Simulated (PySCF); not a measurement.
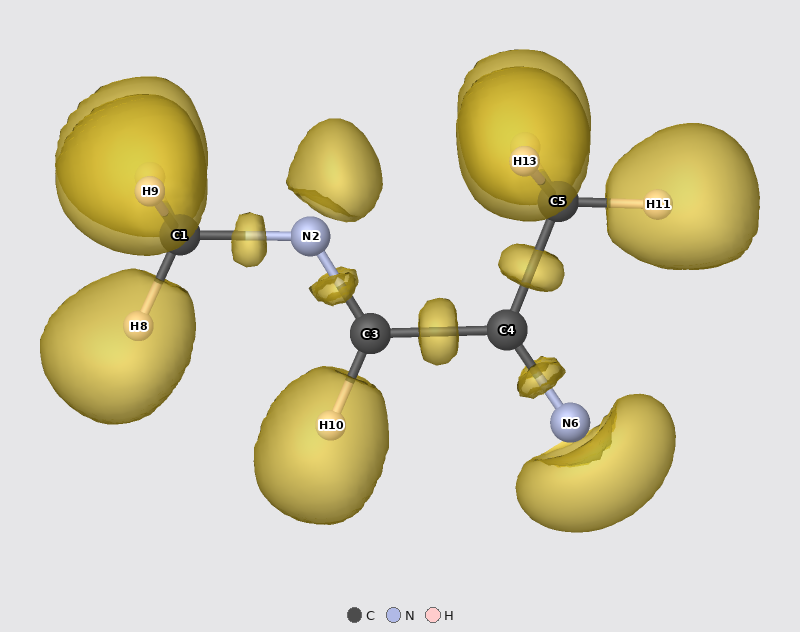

*C4H7N2 (SMILES C/N=C/C(C)=[N]) (doublet). Isosurface of the electron localisation function at 0.85 (yellow), seen at a tilt. Only the valence region is drawn (cores and ρ < 0.01 e/Å³ removed).*

Geometry: GFN2-xTB.

Method: UKS B3LYP, pcH-1 on C H N, non-relativistic, mean-field spin-orbit, GIAO (PySCF).

Input file:

```
{"job": {"kind": "epr", "basis": "pcH-1"}, "charge": 0, "multiplicity": 2}
C      2.145996    -0.072823     0.597917
N      0.746406     0.038504     0.364699
C      0.216324    -0.324025    -0.709526
C     -1.257213    -0.181221    -0.901406
C     -1.961724     0.414022     0.300632
N     -1.825038    -0.516227    -1.937049
H      2.290496    -0.689307     1.486228
H      2.703202    -0.501338    -0.244837
H      2.528664     0.923560     0.823456
H      0.753259    -0.753504    -1.561311
H     -3.026727     0.494125     0.103185
H     -1.781240    -0.225683     1.160637
H     -1.536794     1.394404     0.499646
```

Command:

```sh
OMP_NUM_THREADS=1 python probes_run.py task.json out
```

> What do the ELF domains correspond to?

At this value the surface marks out two regions between bonded C–C atoms (shared pairs), three regions between bonded C–N atoms (shared pairs), seven regions around hydrogen nuclei and two lobes on N, pointing away from the bonds (non-bonding electrons).

Values along the shortest contacts:
C–N (1.23 Å): the ELF peaks at about 0.90 between the atoms; a multiple bond. C–C (1.49 Å): the ELF peaks at about 0.95 between the atoms, as expected for a covalent bond.
